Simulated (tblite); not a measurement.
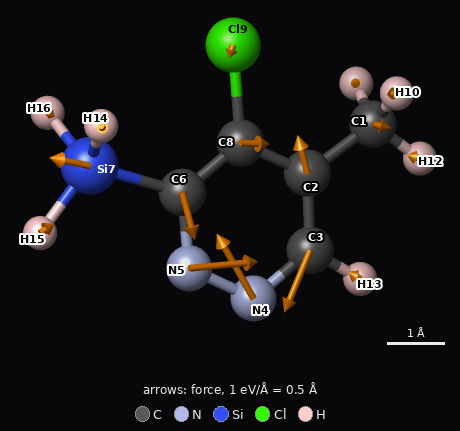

Starting geometry of C5H7ClN2Si with the computed forces as orange arrows. Style: ball-and-stick. Shown at a tilt.

Method: GFN2-xTB geometry optimisation, gas phase (tblite). 

What follows when this structure is relaxed?

Answer. It isn't relaxed: the largest force vector, on an N atom, is 2.78 eV/Å. The final displacements follow the starting forces only in part (cosine between the two patterns 0.34). An H atom moves most after the best rigid fit: 0.14 Å. Largest moves by element: H 0.14 Å, Cl 0.12 Å, C 0.06 Å, N 0.05 Å, Si 0.04 Å. Some distances before and after: Cl–Si 3.412 → 3.259 Å, N–N 1.366 → 1.298 Å, C–Si 1.858 → 1.895 Å, H–Si 1.490 → 1.455 Å. Among the angles between lasting bonds that change: C–Si–H 112.6° → 107.0°, H–Si–H 107.4° → 112.4°, N–C–Si 112.5° → 117.1°. The energy falls by 0.302 eV in 35 geometry steps. The run took 1 s on 1 thread of Intel(R) Xeon(R) Processor @ 2.50GHz, on a shared host.
